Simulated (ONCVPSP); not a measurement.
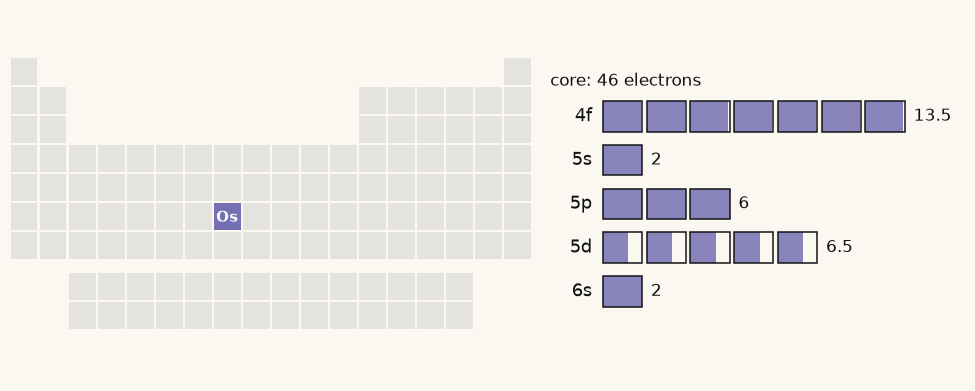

Left, the place of osmium in the periodic table; right, the valence shells of the reference configuration: a box for each of the 2l + 1 orbitals, shaded by the share of the shell that is filled, with the electron count at the right.

## Pseudopotential generation for Os

Osmium (Os, Z = 76), core [Kr] 4d10, reference valence 4f13.5 5s2 5p6 5d6.5 6s2, valence charge 30. Computed at this level: ONCV potential, PW91, scalar-relativistic, made with ONCVPSP 4.0.1.

Input file:
```
# ATOM AND REFERENCE CONFIGURATION
# atsym  z   nc   nv     iexc    psfile
  Os 76.00    9    5  -109134      upf
#
#   n    l    f
    1    0    2.00
    2    0    2.00
    2    1    6.00
    3    0    2.00
    3    1    6.00
    3    2   10.00
    4    0    2.00
    4    1    6.00
    4    2   10.00
    4    3   13.50
    5    0    2.00
    5    1    6.00
    5    2    6.50
    6    0    2.00
#
# PSEUDOPOTENTIAL AND OPTIMIZATION
# lmax
    3
#
#   l,   rc,      ep,       ncon, nbas, qcut
    0    1.85    0.00    4    8    5.50
    1    1.70    0.00    3    8    9.30
    2    2.35    0.00    3    8    7.50
    3    0.65    0.00    4    8   32.00
#
# LOCAL POTENTIAL
# lloc, lpopt,  rc(5),   dvloc0
    4    5    0.65    2.00
#
# VANDERBILT-KLEINMAN-BYLANDER PROJECTORs
# l, nproj, debl
    0    3    3.00
    1    2    2.20
    2    2    0.40
    3    3    2.80
#
# MODEL CORE CHARGE
# icmod, fcfact, rcfact
    3    4.00    1.80
#
# LOG DERIVATIVE ANALYSIS
# epsh1, epsh2, depsh
   -5.00    5.00    0.04
#
# OUTPUT GRID
# rlmax, drl
    6.00    0.01
#
# TEST CONFIGURATIONS
# ncnf
    4
# nvcnf
#   n    l    f
    5
    4    3   14.00
    5    0    2.00
    5    1    6.00
    5    2    6.00
    6    0    2.00
#
    5
    4    3   14.00
    5    0    2.00
    5    1    6.00
    5    2    6.00
    6    0    1.00
#
    5
    4    3   14.00
    5    0    2.00
    5    1    6.00
    5    2    6.00
    6    0    0.00
#
    5
    4    3   14.00
    5    0    2.00
    5    1    6.00
    5    2    4.00
    6    0    0.00
#
```

Run as:
```bash
oncvpsp.x < Os.dat > Os.out
```

The program's output (extracts):
```
ONCVPSP  (Optimized Norm-Conservinng Vanderbilt PSeudopotential)
scalar-relativistic version 4.0.1

#   n    l    f        energy (Ha)
    1    0    2.00    -2.7154927E+03
    2    0    2.00    -4.7310547E+02
    2    1    6.00    -4.1194778E+02
    3    0    2.00    -1.1028989E+02
    3    1    6.00    -9.2336538E+01
    3    2   10.00    -7.2289141E+01
    4    0    2.00    -2.3435873E+01
    4    1    6.00    -1.7540611E+01
    4    2   10.00    -1.0226239E+01
    4    3   13.50    -2.0956216E+00
    5    0    2.00    -3.4412034E+00
    5    1    6.00    -1.9238741E+00
    5    2    6.50    -2.5073470E-01
    6    0    2.00    -2.2933894E-01

Reference configufation results
  iterations    25
  all-electron total energy (Ha)   -1.72546686D+04

Begin loop to  construct optimized pseudo wave functions
and semi-local pseudopoentials for all angular momenta

   Wellstate for l =  0  n =  8
     eigenvalue =   2.7707
     asymptotic potential =   3.2707
     half-point radius =  3.7395

Calculating optimized projector #   1

 for l=   0

    Fraction of norm inside rc  0.984775
    Optimizing pswf for qcut=   5.51 a_B^-1,  ecut=  15.15 Ha
    Residual kinetic energy error=  4.93D-05 Ha

    Energy error per electron        Cutoff
         Ha          eV             Ha
         0.01000     0.27211        5.58
         0.00100     0.02721        7.53
         0.00010     0.00272       13.78
         0.00001     0.00027       46.50

Calculating optimized projector #   2

 for l=   0

    Fraction of norm inside rc  0.121946
    Optimizing pswf for qcut=   5.51 a_B^-1,  ecut=  15.15 Ha
    Residual kinetic energy error=  1.88D-04 Ha

    Energy error per electron        Cutoff
         Ha          eV             Ha
         0.01000     0.27211        4.89
         0.00100     0.02721       11.30
         0.00010     0.00272       20.78
         0.00001     0.00027       62.69

Calculating optimized projector #   3

 for l=   0

    Fraction of norm inside rc  0.112324
    Optimizing pswf for qcut=   5.51 a_B^-1,  ecut=  15.15 Ha
    Residual kinetic energy error=  1.48D-03 Ha

    Energy error per electron        Cutoff
         Ha          eV             Ha
         0.01000     0.27211        9.53
         0.00100     0.02721       16.15
         0.00010     0.00272       34.22
         0.00001     0.00027       71.00

   Wellstate for l =  1  n =  6
     eigenvalue =   0.2761
     asymptotic potential =   0.7761
     half-point radius =  3.2918

Calculating optimized projector #   1

 for l=   1

    Fraction of norm inside rc  0.906612
    Optimizing pswf for qcut=   9.30 a_B^-1,  ecut=  43.22 Ha
    Residual kinetic energy error=  4.28D-08 Ha

    Energy error per electron        Cutoff
         Ha          eV             Ha
         0.01000     0.27211       11.55
         0.00100     0.02721       24.78
         0.00010     0.00272       30.47
         0.00001     0.00027       34.93

Calculating optimized projector #   2

 for l=   1

    Fraction of norm inside rc  0.088202
    Optimizing pswf for qcut=   9.30 a_B^-1,  ecut=  43.22 Ha
    Residual kinetic energy error=  3.10D-08 Ha

    Energy error per electron        Cutoff
         Ha          eV             Ha
         0.01000     0.27211        9.06
         0.00100     0.02721       22.43
         0.00010     0.00272       29.49
         0.00001     0.00027       34.55

   Wellstate for l =  2  n =  6
     eigenvalue =   0.1493
     asymptotic potential =   0.6493
     half-point radius = 10.3554

Calculating optimized projector #   1

 for l=   2

    Fraction of norm inside rc  0.811176
    Optimizing pswf for qcut=   7.49 a_B^-1,  ecut=  28.09 Ha
    Residual kinetic energy error=  2.29D-09 Ha

    Energy error per electron        Cutoff
         Ha          eV             Ha
         0.01000     0.27211       12.47
         0.00100     0.02721       16.04
         0.00010     0.00272       19.11
         0.00001     0.00027       21.71

Calculating optimized projector #   2

 for l=   2

    Fraction of norm inside rc  0.044269
    Optimizing pswf for qcut=   7.49 a_B^-1,  ecut=  28.09 Ha
    Residual kinetic energy error=  3.59D-10 Ha

    Energy error per electron        Cutoff
         Ha          eV             Ha
         0.01000     0.27211        8.25
         0.00100     0.02721       12.62
         0.00010     0.00272       16.27
         0.00001     0.00027       19.39

   Wellstate for l =  3  n =  5
     eigenvalue =   0.7044
     asymptotic potential =   1.2044
     half-point radius =  4.8999

   Wellstate for l =  3  n =  6
     eigenvalue =   3.5044
     asymptotic potential =   4.0044
     half-point radius =  2.5816

Calculating optimized projector #   1

 for l=   3

    Fraction of norm inside rc  0.719924
    Optimizing pswf for qcut=  32.01 a_B^-1,  ecut= 512.22 Ha
    Residual kinetic energy error=  4.53D-08 Ha

    Energy error per electron        Cutoff
         Ha          eV             Ha
         0.01000     0.27211      320.02
         0.00100     0.02721      368.97
         0.00010     0.00272      409.30
         0.00001     0.00027      442.02

Calculating optimized projector #   2

 for l=   3

    Fraction of norm inside rc  0.005113
    Optimizing pswf for qcut=  32.01 a_B^-1,  ecut= 512.22 Ha
    Residual kinetic energy error=  3.34D-10 Ha

    Energy error per electron        Cutoff
         Ha          eV             Ha
         0.01000     0.27211      192.83
         0.00100     0.02721      267.75
         0.00010     0.00272      328.31
         0.00001     0.00027      377.98

Calculating optimized projector #   3

 for l=   3

    Fraction of norm inside rc  0.028473
    Optimizing pswf for qcut=  32.01 a_B^-1,  ecut= 512.22 Ha
    Residual kinetic energy error=  5.52D-09 Ha

    Energy error per electron        Cutoff
         Ha          eV             Ha
         0.01000     0.27211      265.68
         0.00100     0.02721      328.87
         0.00010     0.00272      380.98
         0.00001     0.00027      423.67

Construct Vanderbilt / Kleinmman-Bylander projectors

B matrix Hermiticity error, ll=   0
   1   2    4.9847E-04
   1   3    9.6636E-04
   2   3   -1.8927E-04

  Orthonormal projector coefficients  3.9502E+01  6.2363E+00  1.0804E+00

B matrix Hermiticity error, ll=   1
   1   2    3.5227E-04

  Orthonormal projector coefficients  2.2792E+01  1.5257E+00

B matrix Hermiticity error, ll=   2
   1   2    2.0705E-05

  Orthonormal projector coefficients  8.2573E+01  3.4664E+00

B matrix Hermiticity error, ll=   3
   1   2    3.5326E-04
   1   3   -1.7875E-03
   2   3    8.5568E-05

  Orthonormal projector coefficients -8.8162E+01 -3.4749E+01 -5.4646E+00

Model core correction analysis
  based on d2Exc/dn_idn_j

d2excae - all-electron derivatives

   -2.773222D-02   -1.118224D-02   -7.748165D-03   -2.925488D-03
   -8.606089D-04
   -1.118213D-02   -2.873253D-02   -2.500511D-02   -1.213574D-02
   -1.664524D-03
   -7.748098D-03   -2.500515D-02   -2.474159D-02   -1.536488D-02
   -2.479641D-03
   -2.925475D-03   -1.213579D-02   -1.536491D-02   -1.739226D-02
   -1.056702D-02
   -8.606083D-04   -1.664499D-03   -2.479501D-03   -1.056558D-02
   -2.322570D-02

d2excps - pseudofunction derivatives with no core correction

   -5.383192D-02   -2.391120D-02   -1.093484D-02   -3.057348D-03
   -1.872197D-03
   -2.391146D-02   -2.457243D-02   -2.272107D-02   -1.106852D-02
   -1.517240D-03
   -1.093481D-02   -2.272096D-02   -2.550738D-02   -1.587124D-02
   -2.339627D-03
   -3.057340D-03   -1.106850D-02   -1.587128D-02   -1.790009D-02
   -1.054543D-02
   -1.872223D-03   -1.516883D-03   -2.339485D-03   -1.054399D-02
   -2.320330D-02

rms 2nd derivative error    6.508787E-03

rmatch, rhocmatch    0.6325   54.6029

Teter function model core charge with specified parameters

d2excps - pseudofunction derivatives with core correction

   -3.508708D-02   -1.434726D-02   -6.648440D-03   -2.072891D-03
   -1.133686D-03
   -1.434730D-02   -1.610750D-02   -1.523106D-02   -8.570030D-03
   -1.183254D-03
   -6.648427D-03   -1.523100D-02   -1.840128D-02   -1.312571D-02
   -2.111455D-03
   -2.072881D-03   -8.569974D-03   -1.312566D-02   -1.659679D-02
   -1.049112D-02
   -1.133688D-03   -1.183218D-03   -2.111315D-03   -1.048968D-02
   -2.316729D-02

rms 2nd derivative error    4.497322E-03

Pseudoatom total energy -451.978051

Diagnostic tests using Vanderbilt-Kleinman-Bylander pseudopotentials
  1 or more projectors used as specified by nproj input data

   l    rcore       rmatch      e in        delta e   norm test  slope test

   0   1.8566069   1.9129775  -3.4412034   0.0000034   1.0002580   1.0002334
   0   1.8566069   1.9129775  -0.2293389   0.0000020   1.0000366   1.0000281
   0   1.8566069   1.9129775   2.7706611   0.0000181   1.0003374   1.0003374

   1   1.7074509   1.7592928  -1.9238741   0.0000064   1.0002252   1.0002332
   1   1.7074509   1.7592928   0.2761259   0.0000371   1.0003130   1.0003130

   2   2.3585180   2.4301277  -0.2507347  -0.0000008   1.0000818   1.0000878
   2   2.3585180   2.4301277   0.1492653   0.0000026   1.0001710   1.0001710

   3   0.6517384   0.6715266  -2.0956216  -0.0002480   1.0007015   1.0004858
   3   0.6517384   0.6715266   0.7043784  -0.0004776   1.0011187   1.0011187
   3   0.6517384   0.6715266   3.5043784  -0.0002993   1.0013198   1.0013198

 Testing for bound ghosts
   n   l    E NL Schr. Eq   E Basis Diag.   E Cutoff

       0                      -12.052316    102.15  WARNING - GHOST(-)
   1   0       -3.441200       -3.441189    102.15
   2   0       -0.229337       -0.208768    102.15

       1                       -4.143137    104.34  WARNING - GHOST(-)
   2   1       -1.923868       -1.923858    104.34

   3   2       -0.250736       -0.250477     62.05

   4   3       -2.095870       -2.087108   1161.82

 Testing for highly-localized positive-energy ghosts
       l    <radius>/rc     E Basis Diag.   E Cutoff

       2        0.233040       79.769341     62.05  WARNING - GHOST(+)

Test configuration 0

   n   l     f        eae           eps        diff
   1   0  2.0000-2715.49274042
   2   0  2.0000 -473.10547489
   2   1  6.0000 -411.94777952
   3   0  2.0000 -110.28989151
   3   1  6.0000  -92.33653832
   3   2 10.0000  -72.28914138
   4   0  2.0000  -23.43587305
   4   1  6.0000  -17.54061060
   4   2 10.0000  -10.22623903
   4   3 13.5000   -2.09562161   -2.09586958   -2.48D-04
   5   0  2.0000   -3.44120342   -3.44120003    3.39D-06
   5   1  6.0000   -1.92387411   -1.92386774    6.37D-06
   5   2  6.5000   -0.25073470   -0.25073553   -8.29D-07
   6   0  2.0000   -0.22933894   -0.22933689    2.05D-06

    Total energies and differences
      AE_ref= -1.72546686D+04  AE_tst= -1.72546686D+04  dif=  0.00D+00
      PS_ref= -4.51978051D+02  PS_tst= -4.51978051D+02  dif= -6.88D-12
      PSP excitation error=  6.88D-12

Test configuration 1

   n   l     f        eae           eps        diff
   1   0  2.0000-2715.29907558
   2   0  2.0000 -472.89430179
   2   1  6.0000 -411.73917967
   3   0  2.0000 -110.04886159
   3   1  6.0000  -92.09603487
   3   2 10.0000  -72.05127099
   4   0  2.0000  -23.22293612
   4   1  6.0000  -17.33549632
   4   2 10.0000  -10.02983739
   4   3 14.0000   -1.91323983   -1.89340451    1.98D-02
   5   0  2.0000   -3.36768317   -3.33816920    2.95D-02
   5   1  6.0000   -1.87067486   -1.86867467    2.00D-03
   5   2  6.0000   -0.23193443   -0.23464669   -2.71D-03
   6   0  2.0000   -0.22818788   -0.22596723    2.22D-03

    Total energies and differences
      AE_ref= -1.72546686D+04  AE_tst= -1.72555512D+04  dif= -8.83D-01
      PS_ref= -4.51978051D+02  PS_tst= -4.52853720D+02  dif= -8.76D-01
      PSP excitation error= -6.86D-03

Test configuration 2

   n   l     f        eae           eps        diff
   1   0  2.0000-2715.59668362
   2   0  2.0000 -473.18966898
   2   1  6.0000 -412.03460601
   3   0  2.0000 -110.34458796
   3   1  6.0000  -92.39176465
   3   2 10.0000  -72.34682843
   4   0  2.0000  -23.51886763
   4   1  6.0000  -17.63139449
   4   2 10.0000  -10.32562341
   4   3 14.0000   -2.20901696   -2.19375983    1.53D-02
   5   0  2.0000   -3.66404386   -3.63566984    2.84D-02
   5   1  6.0000   -2.16805555   -2.16566917    2.39D-03
   5   2  6.0000   -0.52217050   -0.52433344   -2.16D-03
   6   0  1.0000   -0.48578545   -0.48290813    2.88D-03

    Total energies and differences
      AE_ref= -1.72546686D+04  AE_tst= -1.72551966D+04  dif= -5.28D-01
      PS_ref= -4.51978051D+02  PS_tst= -4.52501605D+02  dif= -5.24D-01
      PSP excitation error= -4.42D-03

Test configuration 3

   n   l     f        eae           eps        diff
   1   0  2.0000-2715.93496104
   2   0  2.0000 -473.52492995
   2   1  6.0000 -412.36995622
   3   0  2.0000 -110.68000348
   3   1  6.0000  -92.72718542
   3   2 10.0000  -72.68206621
   4   0  2.0000  -23.85441460
   4   1  6.0000  -17.96688960
   4   2 10.0000  -10.66095672
   4   3 14.0000   -2.54420609   -2.53535572    8.85D-03
   5   0  2.0000   -3.99906178   -3.97260185    2.65D-02
   5   1  6.0000   -2.50328157   -2.50073792    2.54D-03
   5   2  6.0000   -0.84528377   -0.84703064   -1.75D-03

    Total energies and differences
      AE_ref= -1.72546686D+04  AE_tst= -1.72545720D+04  dif=  9.66D-02
      PS_ref= -4.51978051D+02  PS_tst= -4.51879909D+02  dif=  9.81D-02
      PSP excitation error= -1.55D-03

Test configuration 4

   n   l     f        eae           eps        diff
   1   0  2.0000-2717.00647369
   2   0  2.0000 -474.60045550
   2   1  6.0000 -413.44557221
   3   0  2.0000 -111.74848617
   3   1  6.0000  -93.79567676
   3   2 10.0000  -73.75181392
   4   0  2.0000  -24.91973088
   4   1  6.0000  -19.03212445
   4   2 10.0000  -11.72615345
   4   3 14.0000   -3.60675038   -3.58783019    1.89D-02
   5   0  2.0000   -5.04121256   -5.01428842    2.69D-02
   5   1  6.0000   -3.52223769   -3.52117692    1.06D-03
   5   2  4.0000   -1.77309011   -1.77657992   -3.49D-03

    Total energies and differences
      AE_ref= -1.72546686D+04  AE_tst= -1.72519816D+04  dif=  2.69D+00
      PS_ref= -4.51978051D+02  PS_tst= -4.49283639D+02  dif=  2.69D+00
      PSP excitation error= -7.36D-03
```

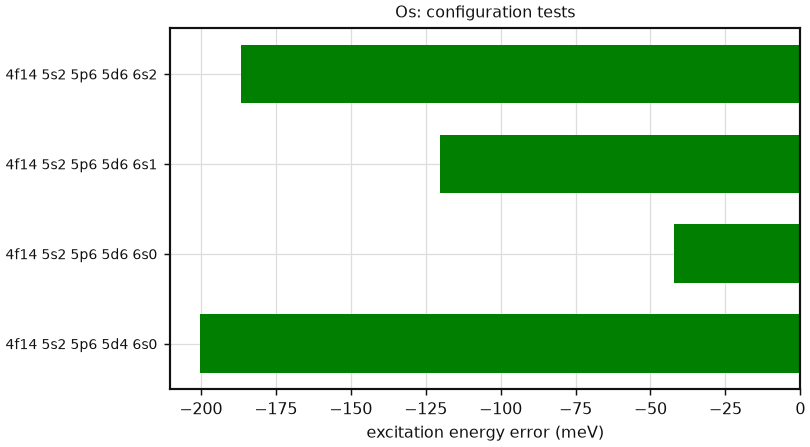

Errors, all-electron minus pseudo, of the energies of valence configurations relative to the unpolarised reference 4f13.5 5s2 5p6 5d6.5 6s2.

- Worst configuration: 4f14 5s2 5p6 5d4 6s0 (charge +4): the error is -200 meV on an all-electron energy of +73.12 eV relative to the reference, or 0.27 %.
- Configurations within 10 meV and within 50 meV: 0 and 1 of 4.
- Errors in meV: 4f14 5s2 5p6 5d6 6s2: -187; 4f14 5s2 5p6 5d6 6s1: -120; 4f14 5s2 5p6 5d6 6s0: -42; 4f14 5s2 5p6 5d4 6s0: -200. The potential isn't sound: its ghost test gives GHOST(-) flagged for s at -328.0 eV, p at -112.7 eV; no localised positive-energy state flagged (flags above 300 eV left out).

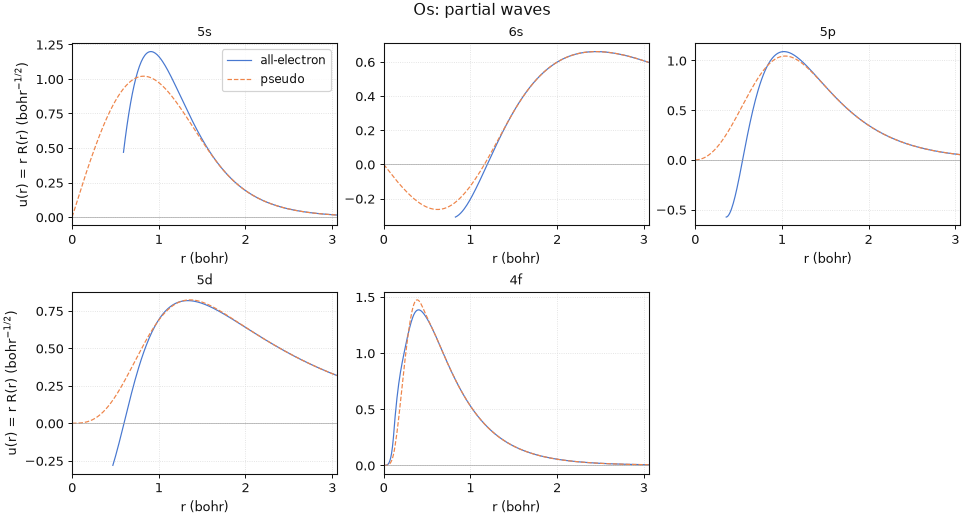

All-electron valence functions (solid) with their pseudo partners (dashed). The innermost oscillations of some all-electron curves aren't drawn. Reference configuration 4f13.5 5s2 5p6 5d6.5 6s2.

- Matching radii: 5s at 1.85 bohr; 6s at 1.85 bohr; 5p at 1.70 bohr; 5d at 2.35 bohr; 4f at 0.65 bohr. The curves merge smoothly, so the plot gives these only roughly.
- Nodes of the pseudo-waves: 5s has no node; 6s has a node at about 1.2 bohr; 5p has no node; 5d has no node; 4f has no node. A node in 6s is expected, since a lower shell of the same l is also in the valence and the two must stay orthogonal.

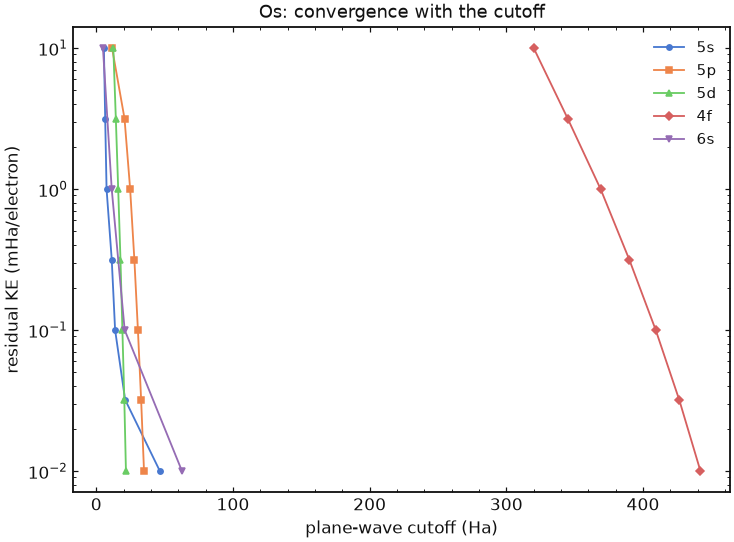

Residual kinetic energy of the pseudo-waves (the first of each channel, and further valence shells) beyond the plane-wave cutoff, as the generator prints it.

- Hardest wave at 1 mHa per electron: 4f, with rc = 0.65 bohr and qcut = 32 1/bohr. The optimisation minimises, but can't always remove, the kinetic energy above qcut²/2 = 512.0 Ha, and a larger rc would as a rule soften the wave at some cost in transferability.
- Cutoffs for 1 mHa per electron: 4f: 369 Ha; 5p: 25 Ha; 5d: 16 Ha; 6s: 11 Ha; 5s: 7.5 Ha.
- Cutoffs for the occupied states: 369 Ha for 1 mHa and 409 Ha for 0.1 mHa per electron. The first is set by 4f.

Summary:

- outcome: generated, with a ghost state
- cutoffs needed: 369 Ha and 409 Ha (the cutoffs at which the residual kinetic energy of the hardest occupied pseudo-wave falls to 1 and 0.1 mHa per electron)
- ghost test: GHOST(-) flagged for s at -328.0 eV, p at -112.7 eV; no localised positive-energy state flagged (flags above 300 eV left out)
- largest excitation error: -200 meV (all-electron minus pseudo) for 4f14 5s2 5p6 5d4 6s0, out of 4 test configurations
- rms error of d²Exc/dni dnj: 6.51 mHa without and 4.50 mHa with the model core
- range over which the phases arctan(r R′/R) at the test radius agree within 0.05 rad (a looser test near the poles than one of phase shifts): s: over the whole range computed; d: over the whole range computed; f: over the whole range computed; p: not judged, the stored energies step over a narrow level
- hardware: 1 CPU thread, shared host
- wall time: 7.8 s

Notes:

The potential has a bound ghost state, so it can't be used as it stands.
